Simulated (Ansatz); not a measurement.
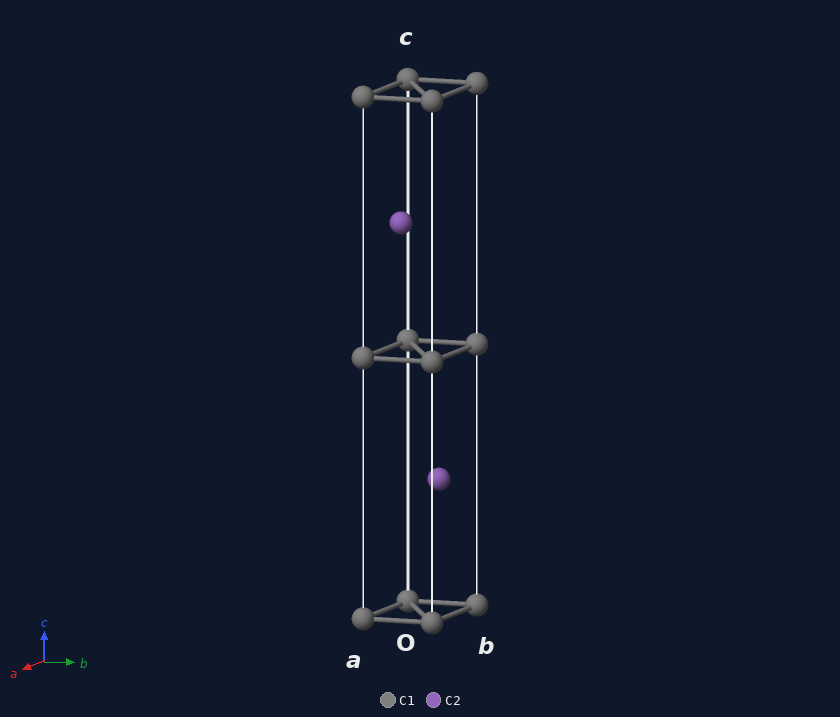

Crystal: C, coordinates from a relaxation with DFT, PBEsol, plane waves (420 eV) with PAW, scalar-relativistic (Ansatz 0.2.0); the starting structure was generated, so it need not be a known form of this composition. One unit cell; atoms that symmetry makes equivalent share a colour (atoms on faces, edges and corners are repeated). All values are computed from the atomic coordinates in the standard setting (tolerance 0.002 Å).

a = 1.709 Å, b = 1.709 Å, c = 13.516 Å, α = 90.00°, β = 90.00°, γ = 120.00°; space group No. 194, P6₃/mmc.

One atom of each site: C1 (0, 0, 0); C2 (1/3, 2/3, 1/4).

Give the multiplicity, Wyckoff letter and site symmetry of each site.

Answer.
```tsv
site	Wyckoff	symmetry
C1	2a	-3m.
C2	2c	-6m2
```

How many free positional parameters does the structure have?

Answer. 0: C1 0, C2 0.
